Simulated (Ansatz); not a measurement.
# Tc of Ag (Fm-3m) from its phonons, part 2 of 2

Each step names its level of theory.

So far, coupling constant λ: step 2 (electron–phonon run: PseudoDojo files, PBE PseudoDojo norm-conserving) 0.140; step 3 (resistivity: finite displacements, PBE) 0.141. Also log mean phonon energy ħω_log (meV): step 2 11.8; step 3 11.8.

### Step 4. Electron–phonon run: r2SCAN at its own relaxed cell

The functional sets the lattice constant, the bands and the force constants.

This step: DFT r2SCAN, scalar-relativistic, plane waves, PAW; PAW set soft_1 (Ansatz 0.2.0).

input.yaml

```yaml
crystal:
  lattice:
    - [0.0, 2.0536335326, 2.0536335326]
    - [2.0536335326, 0.0, 2.0536335326]
    - [2.0536335326, 2.0536335326, 0.0]
  atoms:
    - { symbol: Ag, position: [0.0, 0.0, 0.0] }
kpoints:
  mp_grid: { grid: [12, 12, 12] }
hamiltonian:
  xc: r2scan
  pseudopotentials: { kind: paw, azcp: { folder: soft_1 } }
scf:
  occupations: { method: methfessel_paxton, width: 0.2 }
output:
  eigenvalues: true
phonons:
  method: dfpt
  qmesh: [4, 4, 4]
  temperatures: { t_max: 1000, t_step: 50 }
  qpath:
    path:
      - [[0.0, 0.0, 0.0], [0.5, 0.0, 0.5], [0.625, 0.25, 0.625]]
      - [[0.375, 0.375, 0.75], [0.0, 0.0, 0.0], [0.5, 0.5, 0.5], [0.5, 0.25, 0.75], [0.5, 0.0, 0.5]]
    npoints: 6
  electrical_resistivity:
    mesh: [16, 16, 16]
    temperatures: [20.0, 50.0, 80.0, 100.0, 150.0, 200.0, 273.0, 300.0, 400.0, 500.0, 600.0, 800.0]
  superconductivity: { mesh: [16, 16, 16], eliashberg_equations: false }
```

Command:

```bash
ansatz run input.yaml --threads 16 --pin off --max-ram 92160MiB --backend cuda --events-out ev --progress --plain --runs-dir out --max-vram 78GiB
```

Numbers of over 12 decimals in the logs are rounded to 6 here.

What it wrote:

```text
[...]
Crystal: 1 atoms, lattice volume = 17.322 Å³
Basis set: ecut = 500 eV, 459 PW (Γ), exchange–correlation on 120×120×120 points (125 copies of the dense FFT grid, shifted against one another)
Bands: 14, of which v1, the nominal top of the filled ones, is band 10 counted from 1 (9 counted from 0)
Symmetry: 48 space group operations
k-points: 163 of 1728 (irreducible under 8 space group operations, time reversal used)
[...]
SCF iter   2: F=—  HF=-7603.992619 eV  |F-HF|=—  |Δ(HF+E_count)|=   1.41e-1  S|Δr|=    0.00e0  Δρ=1.86e-2  dr2=6.71e-2  dr2_τ=5.63e-3  ethr=2.94e-3  ⟨swp⟩=2.9  Hψ=3865  notcnv=0
[...]
SCF iter   8: F=-7604.001211 eV  HF=-7604.001211 eV  |F-HF|=9.09e-12  |Δ(HF+E_count)|=  1.42e-10  S|Δr|=    0.00e0  Δρ=1.32e-7  dr2=2.50e-12  dr2_τ=5.49e-13  ethr=1.00e-12  ⟨swp⟩=3.6  Hψ=9690  notcnv=0
SCF 1 converged in 8 iterations: F = -7604.001211 eV  dr2 = 2.50e-12
[...]
DFPT response loops at Γ: preconditioner auto → Kerker (q_TF=auto, 2.771 Å⁻¹) (partly filled bands, converged f_vac=0.000); β = 1.00, the filter's whole step (`scf.mixing.beta` (0.50) is not read by the response loops under this deck's `scf.mixing.preconditioner`; to damp them name `kerker` or `kerker_dos`, under which they read `scf.mixing.beta`, and type it under 1.00, their step now; both keys bind the ground state too); Broyden in place of MSR1
[...]
NSCF: frozen V_eff on 72 k-points, pencils in batches of 32, up to order 56
[...]
NSCF: frozen V_eff on 1872 k-points
[...]
k-points: 72 of 1728
[...]
SCF iter   1: F=—  HF=-7604.133141 eV  |F-HF|=—  |Δ(HF+E_count)|=         —  Δρ=5.55e-2  dr2=5.59e-1  dr2_τ=1.15e-2  ethr=2.94e-3  ⟨swp⟩=1.0  Hψ=6553  notcnv=0
[...]
SCF 2 converged in 8 iterations: F = -7604.001211 eV  dr2 = 2.34e-12
[...]
SCF converged after 8 iterations
[...]
vibrations of 64 cells: unjudged by the run; compare a larger repeat
[...]
--- Superconductivity: potentials and phonons of a 4×4×4 supercell ---
[...]
mesh         λ    ħω_log (meV)  μ* declared at (meV)
       16×16×16    0.1413          12.036               13.559
          8×8×8    0.1452          12.057               13.485
          4×4×4    0.1500          11.830               13.284
  λ by the species' shares of the modes' patterns: Ag 0.1413
[...]
0.08      0.000         0.000             -             -             -             -              -
      0.10      0.000         0.000             -             -             -             -              -
      0.12      0.000         0.000             -             -             -             -              -
      0.13          -             -             -             -             -             -              -
      0.14          -             -             -             -             -             -              -
      0.16          -             -             -             -             -             -              -
      0.20          -             -             -             -             -             -              -
[...]
vibrations of 64 cells: unjudged by the run; compare a larger repeat
[...]
```

Run time: 81 s. Hardware: 1 × NVIDIA GB200 with 16 threads of Arm Neoverse V2, shared host; peak memory 2.5 GiB.

This step gave:

```
volume per atom                                   : 17.32 Å³/atom
zero-point energy                                 : 0.01956 eV/cell
highest frequency, solved or plainly interpolated : 166.1 cm⁻¹
Debye temperature (second moment)                 : 205 K
resistivity at 300 K                              : 1.783 μΩ cm
coupling constant λ                               : 0.1413
density of states at the Fermi level              : 0.1293 states/eV a spin and cell
log mean phonon energy ħω_log                     : 12.04 meV
transport coupling constant λ_tr                  : 0.1341, 0.1341, 0.1341 (xx, yy, zz)
Drude plasma energy                               : 9.323, 9.323, 9.323 eV (xx, yy, zz)
resistivity times mean free path                  : 8.499, 8.499, 8.499 × 10⁻¹⁶ Ω m² (xx, yy, zz)
second-moment phonon energy ħω₂                   : 13.56 meV
coupling λ by branch                              : 0.0427, 0.0549, 0.0437 (branches by rank of frequency)
```

An empty cell: under 1 mK by a formula, or no transition down to the floor of the Eliashberg search. Transition temperatures:

```tsv
μ*	McMillan Tc (K)	Allen–Dynes Tc (K)
0.08	-	-
0.1	-	-
0.12	-	-
0.13	-	-
0.14	-	-
0.16	-	-
0.2	-	-
```

The Eliashberg function α²F by phonon energy; read off at these points:

```tsv
phonon energy (meV)	α²F	α²F tr
1.0	7.3e-5	0
2.0	8.9e-4	1.0e-4
3.0	0.00214	6.2e-4
4.0	0.00398	0.00178
5.0	0.00646	0.00366
6.0	0.00953	0.00722
7.0	0.0143	0.0136
8.0	0.0219	0.0246
9.0	0.0399	0.0524
10.0	0.0486	0.0636
11.0	0.0649	0.0784
12.0	0.102	0.114
12.6	0.126	0.129
13.0	0.0773	0.0817
14.0	0.0760	0.0665
15.0	0.0753	0.0579
16.0	0.0617	0.0445
17.0	0.0314	0.0215
18.0	0.140	0.103
18.7	0.151	0.121
19.0	0.101	0.0825
20.0	0.0263	0.0220
```

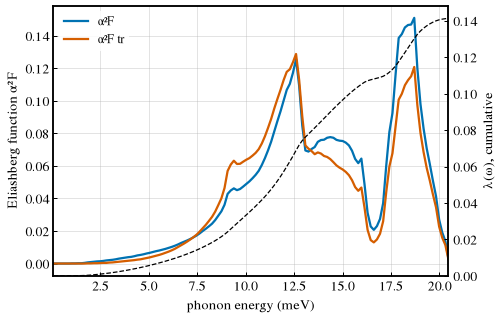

Eliashberg function α²F, plotted against phonon energy. The dashed line is the running λ.

### Step 5. Results

```json
{
  "meshes": "q 4×4×4, k 12×12×12, scattering 16×16×16",
  "coupling constant λ": "0.141",
  "log mean phonon energy ħω_log": "12.0 meV"
}
```

In the last run (r2SCAN, q 4×4×4, k 12×12×12, scattering 16×16×16), with λ = 0.14 and ħω_log = 12.0 meV, Tc at μ* = 0.13 is under 1 mK by the formulas. Wikipedia's list of superconducting elements holds no transition of Ag at normal pressure, in line with the calculation. In that run Allen and Dynes's formula gives no transition above 0.05 K at μ* = 0.10 or more. By the run's own test λ is not converged in the fine mesh: it moves by 3 % between the two finest. The run's transport test calls it not converged in the mesh. Over the runs, λ takes the values 0.140, 0.141 and 0.141, in the order shown. μ* is a typed number, phonons are harmonic, and spin fluctuations are left out; with λ this near or under μ*(1 + 0.62 λ), the formulas give Tc only to its order of magnitude, or none.

[Logs are printed without paths, hosts, clocks, repeated set-up lines and the standing remarks that a program may print on its own settings, such as how far it seeks lower states.]

[Hosts, paths, dates, database ids (printed as entryN), source tags and the programs' standing remarks are cut or masked in the printed files.]
